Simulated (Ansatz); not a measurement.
## Electronic structure of ClFH3O3Ta···HCl in real space

```yaml
atoms:
  - { symbol: Ta, position_ang: [-0.6180, -0.2428, 0.1365] }
  - { symbol: Cl, position_ang: [2.8546, -1.1905, -1.9348] }
  - { symbol: O, position_ang: [-0.0045, 0.0211, 1.9413] }
  - { symbol: H, position_ang: [0.7603, -0.5052, 2.2448] }
  - { symbol: O, position_ang: [0.3063, 0.5431, -1.3158] }
  - { symbol: H, position_ang: [1.1677, 0.2276, -1.6921] }
  - { symbol: O, position_ang: [-1.8663, 1.1476, 0.3251] }
  - { symbol: H, position_ang: [-2.4585, 1.8678, 0.5844] }
  - { symbol: Cl, position_ang: [-2.1863, -1.9033, -0.3653] }
  - { symbol: F, position_ang: [0.7822, -1.6466, 0.1280] }
  - { symbol: H, position_ang: [2.0683, -1.6632, -0.9744] }
```

Core potentials replace the inner electrons of Ta.

The calculation used RKS PBE/def2-SVP in Ansatz.

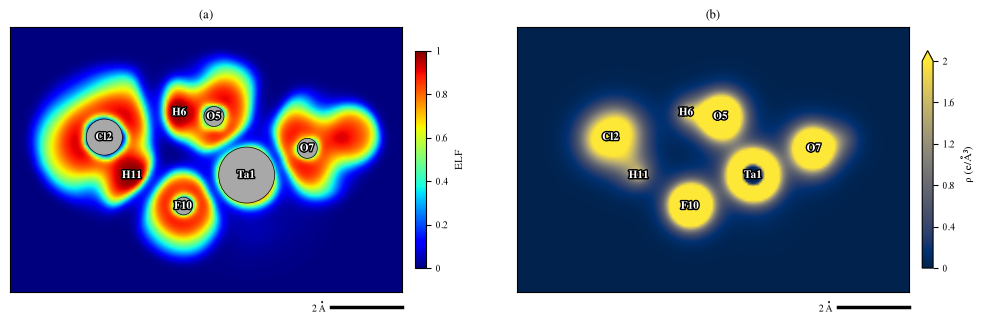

Figure 1. (a) ELF; (b) electron density on the plane of atoms O5, Ta1 and F10. Grey discs cover the atomic cores in the ELF map.

### Describe what can be read from this map.

The plane passes through Ta, Cl, O, H and F nuclei. F10···H11 (1.69 Å): the density falls to about 0.28 e/Å³ on the way; the ELF dips to about 0.15 between them. Ta–O (1.88 Å): the density is about 1 e/Å³ at the midpoint; the ELF peaks at about 0.80 in the valence shell of O, 0.5 Å from its nucleus, and drops to about 0.20 between the two atoms. Ta–F (1.98 Å): the density is about 0.77 e/Å³ at the midpoint; the ELF peaks at about 0.85 in the valence shell of F, 0.5 Å from its nucleus, and drops to about 0.15 between the two atoms. O–H (0.99 Å): the density is about 3.5 e/Å³ at the midpoint; the ELF climbs to about 1 towards the hydrogen, as it does in any bond to H (an ordinary covalent bond to hydrogen). Cl–H (1.33 Å): ρ at the midpoint is about 1.8 e/Å³; the ELF climbs to about 1 towards the hydrogen: a covalent bond by its length. The ELF also peaks beside Cl2, away from the bonds: lone-pair regions.

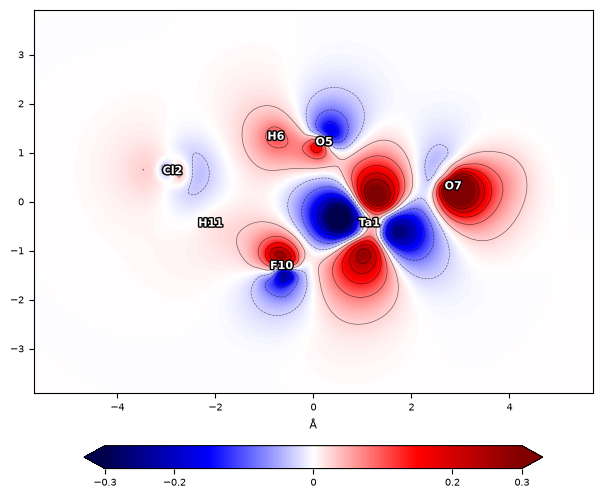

Figure 2. The LUMO on the plane of atoms O5, Ta1 and F10 (values in Å⁻³ᐟ²; the overall sign is arbitrary).

### What is the character of this orbital?

By Hirshfeld shares it lies mainly on Ta1 (about 65 %), O7 (about 10 %), Cl9 (about 10 %) and F10 (about 5 %). Its energy is −2.67 eV.

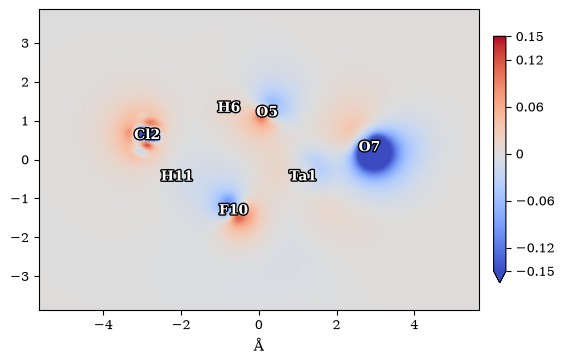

Figure 3. The HOMO−1 on the plane of atoms O5, Ta1 and F10 (values in Å⁻³ᐟ²; the overall sign is arbitrary).

### Describe this orbital and give its energy.

Its weight (Hirshfeld) is mainly on Cl2 (about 50 %), Cl9 (about 35 %) and O7 (about 5 %); largely a combination of lone pairs on Cl2, Cl9 and O7. Its energy is −7.64 eV.
